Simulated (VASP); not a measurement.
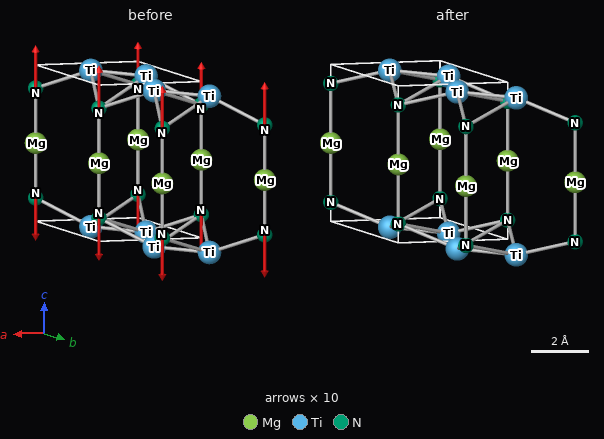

The structure of solid MgTi2N2 (a generated structure, set up in P6/mmm) before (left) and after (right) a relaxation, at one scale. The red arrows give the displacements (the part carried along by the change of the cell is left out), magnified 10 times.

The picture is a ball-and-stick view of the cell of the calculation, repeated 1 × 2 × 1 with one cell outlined, seen from a free direction.

The run lets cell and atoms move.

The calculation used Kohn-Sham DFT of a periodic cell, PBE, VASP PAW PBE potentials, recommended (VASP 6.6.1).

The input:
```
SYSTEM = MgTi2N2
PREC = Normal
ENCUT = 520
EDIFF = 1E-4
ISMEAR = 0
SIGMA = 0.15
LREAL = .FALSE.
LASPH = .TRUE.
NELM = 60
ALGO = Fast
ISIF = 3
LWAVE = .FALSE.
LCHARG = .FALSE.
GGA = PE
IBRION = 2
NSW = 24
EDIFFG = -0.08
```

Command:
```bash
cat potpaw_PBE.64/Mg/POTCAR potpaw_PBE.64/Ti_sv/POTCAR potpaw_PBE.64/N/POTCAR > POTCAR
mpirun -np 1 vasp_std > vasp.out
```

Question: What changed between the two?

Answer: The relaxation stopped without meeting its thresholds, so the last structure isn't shown to be converged. After 23 geometry steps the energy has fallen by 250 meV per atom. Largest force component: 0.53 eV/Å at the start, 0.5 eV/Å at the end. The pressure goes from 23.43 to 4.00 GPa. The largest moves relative to the cell, 0.16 Å, are those of N atoms. Ti and Mg stay in place. Cell: a = b 3.635 → 3.879 Å (+6.7 %), c 5.674 → 5.699 Å (+0.5 %). Volume +14.4 %. Near-neighbour distances that change, for instance: N–N 1.688 → 1.383 Å, Mg–N 1.993 → 2.158 Å, Ti–Ti 2.099 → 2.240 Å, N–Ti 2.262 → 2.344 Å. The space group stays P6/mmm (No. 191). At step 1 the optimiser overshot: the energy rose above the start, and later steps came back. The volume changes by over a tenth within one run on a fixed set of plane waves, so the end point should be relaxed again from the new cell. It ran on 1 thread of Intel(R) Xeon(R) Platinum 8488C (Sapphire Rapids), with other jobs on the host.
